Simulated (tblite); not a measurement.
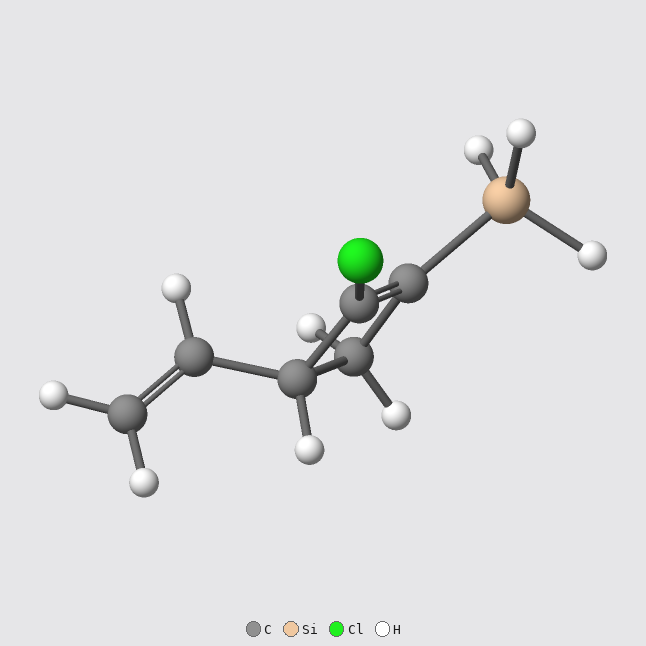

Figure made from data computed with tblite.

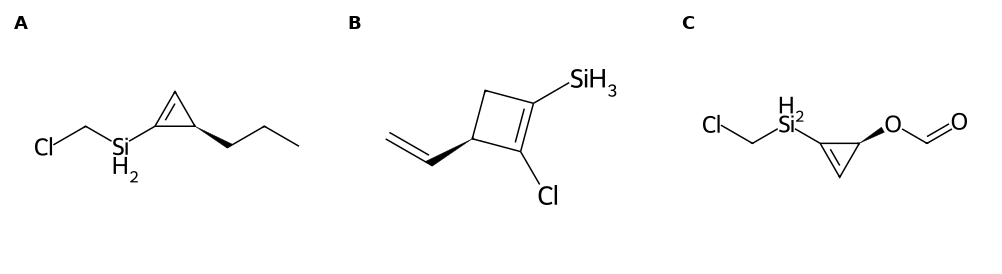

**The first picture shows one of the molecules drawn in the second. Which?**

B, `C=C[C@H]1CC([SiH3])=C1Cl`.
